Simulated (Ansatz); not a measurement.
Input

```
crystal:
  periodic: [false, false, false]
  atoms:
    - { symbol: B, position_ang: [0.0, 0.0, 0.0] }
    - { symbol: F, position_ang: [0.0, 0.0, 1.67] }
    - { symbol: O, position_ang: [1.2211, 0.0, -0.705] }
    - { symbol: H, position_ang: [1.5209, -0.9519, -0.8599] }
    - { symbol: O, position_ang: [-1.2211, 0.0, -0.705] }
    - { symbol: H, position_ang: [-1.7308, -0.8467, -0.4965] }
    - { symbol: O, position_ang: [0.0766, 1.621, 0.5392] }
    - { symbol: Al, position_ang: [0.7098, 2.1426, 2.1189] }
    - { symbol: H, position_ang: [1.2046, 1.0815, 3.1499] }
    - { symbol: H, position_ang: [0.7698, 3.6608, 2.4724] }
    - { symbol: H, position_ang: [0.0485, 1.0264, 1.5024] }
basis:
  gaussian: { orbitals: def2-SVP }
hamiltonian:
  xc: pbe0
  dispersion: d4
relax:
  f_tol: 0.15
  max_steps: 25
  restrain:
    - { distance: [0, 6], at: 2.61, k: 30.0 }
    - { distance: [10, 1], at: 2.12, k: 30.0 }
    - { distance: [0, 1], at: 1.32, k: 30.0 }
    - { distance: [10, 6], at: 1.01, k: 30.0 }
output:
  orbitals: {}
```

Command:

```sh
ansatz run input.yaml --threads 4 --pin off --max-ram 5120MiB --backend cpu --events-out ev --progress --plain --runs-dir out
```

The fields are those of the run's last geometry, not of the input's.

Not at a stationary point (largest force 1.2 eV/Å).

Level of theory: RKS PBE0-D4/def2-SVP (Ansatz 0.2.0).

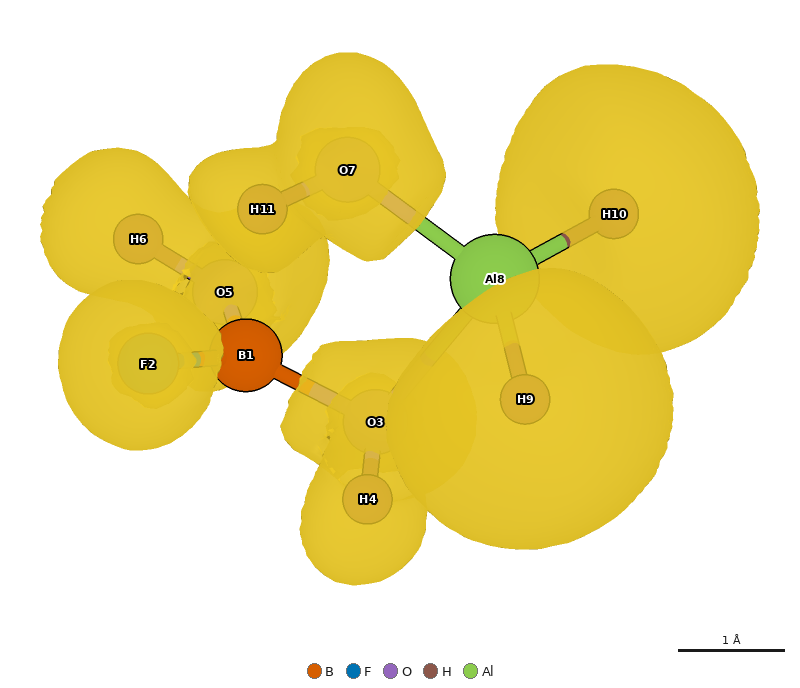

AlBFH$_{5}$O$_{3}$. Isosurface of the ELF at 0.75 (yellow), seen at a tilt. Only the valence region is drawn (cores and ρ < 0.01 e/Å³ removed).

> Where are the electrons localised?

The ELF exceeds this value in two regions around hydrogen nuclei, one region on F in which the atom's valence shell and bonds are merged and three joined regions spread over several atoms (H, O), in which their bonds and any lone pairs are merged.

Values along the shortest contacts:
B–F (1.33 Å): the ELF peaks at about 0.85 between the atoms; a shared but strongly polarised pair. B–O (1.33 Å): the ELF peaks at about 0.90 between the atoms: a short, strongly polar bond.
